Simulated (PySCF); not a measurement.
Consider C5H14ClNSi2.

```json
{"atom": "C", "x (Å)": "0.7365", "y (Å)": "2.2554", "z (Å)": "-0.5164"}
{"atom": "C", "x (Å)": "-0.1742", "y (Å)": "1.2985", "z (Å)": "-0.3856"}
{"atom": "N", "x (Å)": "-0.0420", "y (Å)": "0.1334", "z (Å)": "0.3439"}
{"atom": "C", "x (Å)": "-1.2474", "y (Å)": "-0.6744", "z (Å)": "0.5037"}
{"atom": "C", "x (Å)": "-1.6785", "y (Å)": "-1.3002", "z (Å)": "-0.8237"}
{"atom": "C", "x (Å)": "-2.3813", "y (Å)": "0.1230", "z (Å)": "1.1492"}
{"atom": "Si", "x (Å)": "1.5330", "y (Å)": "-0.3523", "z (Å)": "0.9050"}
{"atom": "Si", "x (Å)": "3.0472", "y (Å)": "-0.3841", "z (Å)": "-0.8489"}
{"atom": "Cl", "x (Å)": "1.3368", "y (Å)": "-2.2203", "z (Å)": "1.7000"}
{"atom": "H", "x (Å)": "1.6929", "y (Å)": "2.2278", "z (Å)": "-0.0270"}
{"atom": "H", "x (Å)": "0.5313", "y (Å)": "3.1182", "z (Å)": "-1.1226"}
{"atom": "H", "x (Å)": "-1.1256", "y (Å)": "1.4132", "z (Å)": "-0.8855"}
{"atom": "H", "x (Å)": "-0.9869", "y (Å)": "-1.4860", "z (Å)": "1.1870"}
{"atom": "H", "x (Å)": "-1.9562", "y (Å)": "-0.5397", "z (Å)": "-1.5498"}
{"atom": "H", "x (Å)": "-0.8630", "y (Å)": "-1.8901", "z (Å)": "-1.2366"}
{"atom": "H", "x (Å)": "-2.5336", "y (Å)": "-1.9516", "z (Å)": "-0.6627"}
{"atom": "H", "x (Å)": "-3.1825", "y (Å)": "-0.5525", "z (Å)": "1.4384"}
{"atom": "H", "x (Å)": "-2.7898", "y (Å)": "0.8666", "z (Å)": "0.4694"}
{"atom": "H", "x (Å)": "-2.0172", "y (Å)": "0.6315", "z (Å)": "2.0390"}
{"atom": "H", "x (Å)": "1.8613", "y (Å)": "0.4593", "z (Å)": "2.0906"}
{"atom": "H", "x (Å)": "2.4244", "y (Å)": "-0.0643", "z (Å)": "-2.1362"}
{"atom": "H", "x (Å)": "4.1064", "y (Å)": "0.6020", "z (Å)": "-0.6159"}
{"atom": "H", "x (Å)": "3.7037", "y (Å)": "-1.6862", "z (Å)": "-1.0053"}
```

Geometry: GFN2-xTB.

The calculation used PBE0/pcSseg-1, SCF density, gas phase, non-relativistic in PySCF 2.14.0.

Question: Predict the electron density and electron localisation function between the atoms.

Answer: C–C (1.33 Å): the density is about 2.3 e/Å³ at the midpoint; the ELF peaks at about 0.90 between the atoms: a multiple bond.
C–N (1.38 Å): the density is about 2.2 e/Å³ at the midpoint; the ELF peaks at about 0.90 between the atoms; localised, covalent bonding.
Si–N (1.74 Å): ρ is about 1.1 e/Å³ halfway; the ELF peaks at about 0.90 between the atoms; a shared but strongly polarised pair.
Si–Cl (2.04 Å): ρ at the midpoint is about 0.93 e/Å³; the ELF peaks at about 0.90 between the atoms: a shared but strongly polarised pair.

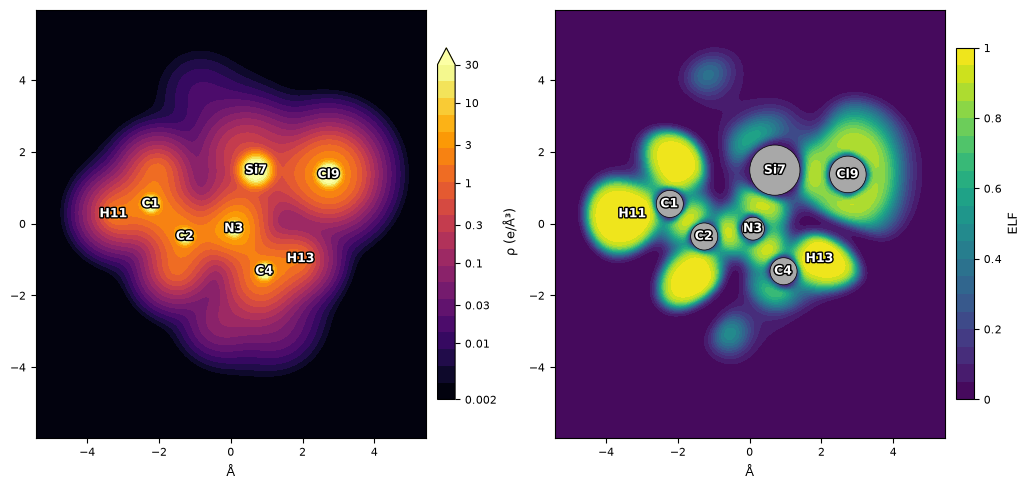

Computed electron density and electron localisation function on the plane of atoms C4, N3 and Si7, in this order. Grey discs cover the atomic cores in the ELF map. 
